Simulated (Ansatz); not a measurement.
**Geometry relaxation, with input and output: Ge$_{3}$H$_{6}$**

The run: geometry relaxation of Ge$_{3}$H$_{6}$. Method and program: RKS PBE-D4/def2-SVP (Ansatz 0.2.0).

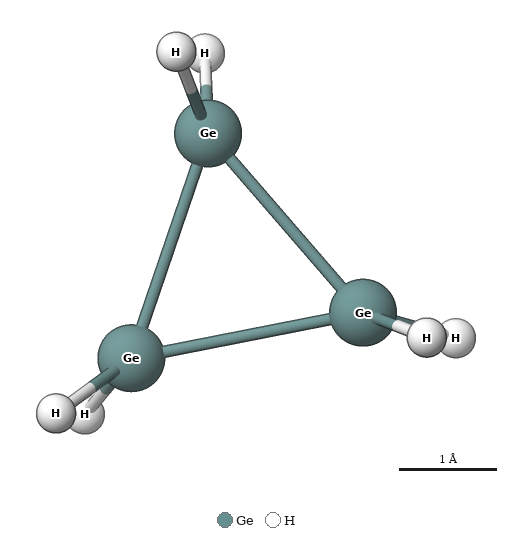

Fig. 1: The starting structure (ball-and-stick view, seen on its broad side). Sticks mark near contacts.

## Input
```yaml
crystal:
  periodic: [false, false, false]
  atoms:
    - { symbol: Ge, position_ang: [-0.997635, 0.31309, -0.958146] }
    - { symbol: Ge, position_ang: [1.293111, 0.571972, -0.10993] }
    - { symbol: Ge, position_ang: [-0.295065, -0.885827, 1.067557] }
    - { symbol: H, position_ang: [-1.206975, -0.487224, -2.267638] }
    - { symbol: H, position_ang: [-1.968287, 1.512485, -0.822508] }
    - { symbol: H, position_ang: [2.461279, -0.085124, -0.886373] }
    - { symbol: H, position_ang: [1.693412, 1.90609, 0.567627] }
    - { symbol: H, position_ang: [-0.108805, -2.42103, 0.980051] }
    - { symbol: H, position_ang: [-0.871026, -0.424423, 2.42938] }
basis:
  gaussian: { orbitals: def2-SVP }
hamiltonian:
  xc: pbe
  dispersion: d4
output:
  forces: true
relax:
  f_tol: 0.003
  max_steps: 120
```

Run as:
```bash
ansatz run input.yaml --threads 1 --pin off --max-ram 2560MiB --backend cpu --events-out ev --progress --plain --runs-dir out
```

## The program's output
```
The last accepted step is kept in [file] (removed where the run ends without a failure and the disk answers)
Engine: ansatz 0.2.0, aarch64-unknown-linux-gnu
Functional definition: PBE
  parameter kappa = 0.804
  parameter beta = 0.06672455060314922
  exchange = pbe_x(kappa = kappa, mu = beta*pi^2/3)
  correlation = pbe_c(beta = beta)
1401 factors; their error is unknown
mean field evaluation 1: about -169603.1076 eV, gradient 3.3e1 eV
mean field evaluation 2: about -169603.6527 eV, gradient 3.3e1 eV
mean field evaluation 4: about -169604.5868 eV, gradient 1.0e0 eV
mean field evaluation 8: about -169604.4880 eV, gradient 4.2e-3 eV
mean field -169604.48798954 eV, -6232.8499715647 hartree, gradient 1.1e-5 eV, S^2 0.000000; 0 other end points of the search recorded, 0 dependent functions left out
the calculation of the forces begins
reference -169604.48803019 eV, -6232.8499730583 hartree; 51, 51 occupied and 75, 75 virtual orbitals, 1401 factors
relax step   1: F+E_penalty+E_count = -169604.69736811 eV  Δ(F+E_penalty+E_count) = +0.000e0 eV  max|allowed force component| = 2.704e-2 eV/Å  Δτ_max = 0.0000 Å  (24 SCF iters, accepted)
these checks for a lower state are left out or cut short: starts, cluster_reference, orbital_swaps, neighbouring_geometries, increment
1401 factors; their error is unknown
mean field evaluation 16: about -169604.5916 eV, gradient 4.2e-4 eV
mean field -169604.48855406 eV, -6232.8499923103 hartree, gradient 2.7e-5 eV, S^2 0.000000; 0 other end points of the search recorded, 0 dependent functions left out
the calculation of the forces begins
reference -169604.48859475 eV, -6232.8499938058 hartree; 51, 51 occupied and 75, 75 virtual orbitals, 1401 factors
relax step   2: F+E_penalty+E_count = -169604.69773433 eV  Δ(F+E_penalty+E_count) = -3.662e-4 eV  max|allowed force component| = 9.534e-3 eV/Å  Δτ_max = 0.0101 Å  (25 SCF iters, accepted)
these checks for a lower state are left out or cut short: starts, cluster_reference, orbital_swaps, neighbouring_geometries, increment
1401 factors; their error is unknown
mean field -169604.48866021 eV, -6232.8499962112 hartree, gradient 2.7e-5 eV, S^2 0.000000; 0 other end points of the search recorded, 0 dependent functions left out
the calculation of the forces begins
reference -169604.48870090 eV, -6232.8499977066 hartree; 51, 51 occupied and 75, 75 virtual orbitals, 1401 factors
relax step   3: F+E_penalty+E_count = -169604.69786974 eV  Δ(F+E_penalty+E_count) = -1.354e-4 eV  max|allowed force component| = 7.029e-3 eV/Å  Δτ_max = 0.0071 Å  (24 SCF iters, accepted)
these checks for a lower state are left out or cut short: starts, cluster_reference, orbital_swaps, neighbouring_geometries, increment
1401 factors; their error is unknown
mean field -169604.48866751 eV, -6232.8499964796 hartree, gradient 2.4e-5 eV, S^2 0.000000; 0 other end points of the search recorded, 0 dependent functions left out
the calculation of the forces begins
reference -169604.48870821 eV, -6232.8499979751 hartree; 51, 51 occupied and 75, 75 virtual orbitals, 1401 factors
relax step   4: F+E_penalty+E_count = -169604.69787399 eV  Δ(F+E_penalty+E_count) = -4.252e-6 eV  max|allowed force component| = 7.487e-4 eV/Å  Δτ_max = 0.0007 Å  (18 SCF iters, accepted)
1401 factors; their error is unknown
mean field evaluation 32: about -169603.6535 eV, gradient 3.3e1 eV
```

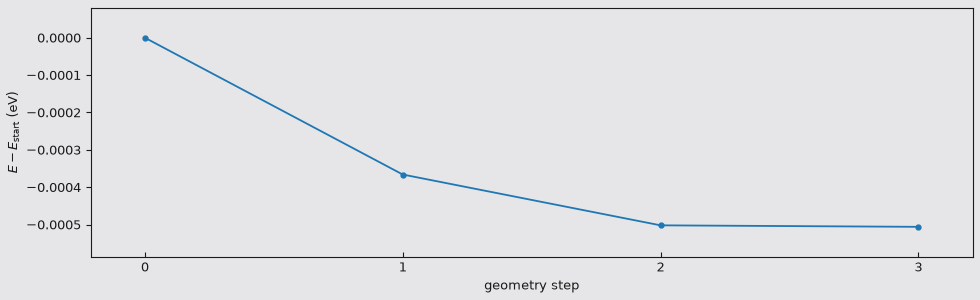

Fig. 2: Progress of the relaxation, step by step (the first geometry is step 0 here and step 1 in the log). The largest move after the best rigid fit is that of H7, 0.011 Å. Largest moves by element: H 0.011 Å, Ge 0.010 Å. After 3 geometry steps the energy has fallen by 0.001 eV. Largest force component: 0.027 eV/Å at the start, 0.00075 eV/Å at the end. (Atoms are counted from 1 in the order of the input.)

```
mean field -169604.48866751 eV, -6232.8499964796 hartree, gradient 2.4e-5 eV, S^2 0.000000; 1 other end points of the search recorded, 0 dependent functions left out
the calculation of the forces begins
reference -169604.48870820 eV, -6232.8499979751 hartree; 51, 51 occupied and 75, 75 virtual orbitals, 1401 factors
Total energy: -169604.69791468 eV, -6232.8576861713 hartree
Atom 0 at    -0.991441     0.318851    -0.962435 Å, force     0.000585    -0.000286     0.000569 eV/Å
Atom 1 at     1.295159     0.568549    -0.101141 Å, force    -0.000749    -0.000172     0.000097 eV/Å
Atom 2 at    -0.303666    -0.887400     1.063559 Å, force    -0.000022     0.000420    -0.000746 eV/Å
Atom 3 at    -1.212884    -0.483389    -2.268894 Å, force     0.000014     0.000136     0.000018 eV/Å
Atom 4 at    -1.974312     1.508233    -0.825362 Å, force     0.000072    -0.000060    -0.000004 eV/Å
Atom 5 at     2.462885    -0.081311    -0.884453 Å, force    -0.000164    -0.000107     0.000057 eV/Å
Atom 6 at     1.700800     1.909521     0.559714 Å, force     0.000012    -0.000060    -0.000012 eV/Å
Atom 7 at    -0.107815    -2.422102     0.987323 Å, force     0.000161     0.000106     0.000074 eV/Å
Atom 8 at    -0.868717    -0.430944     2.431710 Å, force     0.000092     0.000022    -0.000054 eV/Å
Dipole moment:     0.000009     0.000000    -0.000009 e Å
```

## Trajectory as extended XYZ (Å, eV, eV/Å), 4 frames, from step=1 to step=4
```
9
Properties=species:S:1:pos:R:3:forces:R:3 step=1 energy=-169604.69737
Ge   -0.9976    0.3131   -0.9581    0.0228   0.0018   0.0137
Ge    1.2931    0.5720   -0.1099   -0.0214  -0.0101   0.0131
Ge   -0.2951   -0.8858    1.0676   -0.0018   0.0083  -0.0270
H    -1.2070   -0.4872   -2.2676   -0.0122   0.0083  -0.0005
H    -1.9683    1.5125   -0.8225   -0.0072  -0.0070  -0.0119
H     2.4613   -0.0851   -0.8864    0.0057   0.0113   0.0061
H     1.6934    1.9061    0.5676    0.0136   0.0003  -0.0130
H    -0.1088   -2.4210    0.9801   -0.0050   0.0006   0.0158
H    -0.8710   -0.4244    2.4294    0.0056  -0.0135   0.0036
9
Properties=species:S:1:pos:R:3:forces:R:3 step=2 energy=-169604.69773
Ge   -0.9965    0.3147   -0.9586    0.0062   0.0026  -0.0050
Ge    1.2930    0.5723   -0.1074    0.0034  -0.0073   0.0042
Ge   -0.2963   -0.8876    1.0655   -0.0095   0.0056   0.0016
H    -1.2132   -0.4824   -2.2687    0.0012  -0.0039  -0.0028
H    -1.9723    1.5105   -0.8292   -0.0039   0.0010   0.0058
H     2.4652   -0.0802   -0.8812    0.0004  -0.0021  -0.0066
H     1.7010    1.9084    0.5614   -0.0028   0.0035   0.0023
H    -0.1126   -2.4236    0.9874    0.0055  -0.0025  -0.0035
H    -0.8682   -0.4322    2.4308   -0.0004   0.0030   0.0040
9
Properties=species:S:1:pos:R:3:forces:R:3 step=3 energy=-169604.69787
Ge   -0.9918    0.3185   -0.9620   -0.0049   0.0022  -0.0057
Ge    1.2948    0.5687   -0.1017    0.0070   0.0026   0.0001
Ge   -0.3031   -0.8873    1.0636   -0.0022  -0.0047   0.0057
H    -1.2129   -0.4835   -2.2689    0.0006   0.0017   0.0031
H    -1.9741    1.5087   -0.8258    0.0021  -0.0030   0.0001
H     2.4632   -0.0813   -0.8843   -0.0028   0.0014   0.0014
H     1.7005    1.9094    0.5601   -0.0009  -0.0028  -0.0016
H    -0.1082   -2.4223    0.9871   -0.0001   0.0036   0.0001
H    -0.8684   -0.4309    2.4319    0.0012  -0.0009  -0.0031
9
Properties=species:S:1:pos:R:3:forces:R:3 step=4 energy=-169604.69787
Ge   -0.9914    0.3189   -0.9624    0.0006  -0.0003   0.0006
Ge    1.2952    0.5685   -0.1011   -0.0007  -0.0002   0.0001
Ge   -0.3037   -0.8874    1.0636    0.0000   0.0004  -0.0007
H    -1.2129   -0.4834   -2.2689    0.0000   0.0001   0.0000
H    -1.9743    1.5082   -0.8254    0.0001  -0.0001   0.0000
H     2.4629   -0.0813   -0.8845   -0.0002  -0.0001   0.0001
H     1.7008    1.9095    0.5597    0.0000  -0.0001   0.0000
H    -0.1078   -2.4221    0.9873    0.0002   0.0001   0.0001
H    -0.8687   -0.4309    2.4317    0.0001   0.0000  -0.0001
```

## Key numbers

- outcome: converged
- total energy: −169604.6979 eV
- mean-field energy: −169604.4887 eV
- largest force (length of the vector) at the end: 0.001 eV/Å
- hardware: 1 thread of Arm Neoverse V1, 24 GiB of memory available, shared host
- wall time: 22 s
- peak memory: 0.18 GiB
